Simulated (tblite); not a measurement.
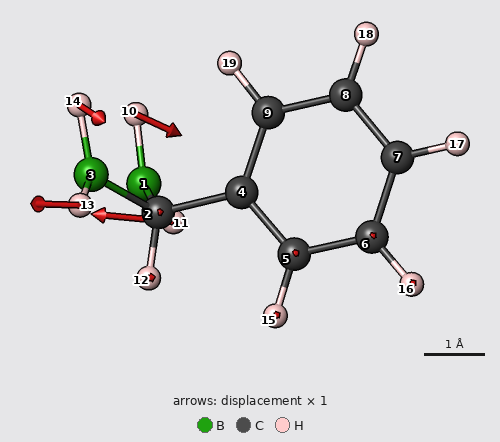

A relaxation of C$_{7}$H$_{10}$B$_{2}$. The starting structure is drawn; red arrows show the displacements, at their true length. The two geometries are superimposed by the best rigid fit.

The picture is a ball-and-stick view, seen at a tilt.

Method: GFN2-xTB geometry optimisation, gas phase (tblite 0.8.0). 

Atoms of which element are displaced furthest, and by how much?

Answer. Hydrogen: up to 1.45 Å, against 0.11 Å for carbon.

Describe the change and its energy.

Answer. The largest moves after the best rigid fit, 1.45 Å, are those of H11 and H13. Largest moves by element: H 1.45 Å, C 0.11 Å, B 0.08 Å. Among the contacts that change: B1–C2 1.611 → 1.572 Å, C2–B3 1.596 → 1.572 Å, C5–C6 1.403 → 1.384 Å, B1–H10 1.187 → 1.169 Å. Bond angles that change, for instance: B1–C2–B3 109.6° → 104.4°, H13–B3–H14 115.6° → 119.9°, B1–C2–C4 111.7° → 115.2°. After 87 geometry steps the energy has fallen by 65.5 kJ/mol.
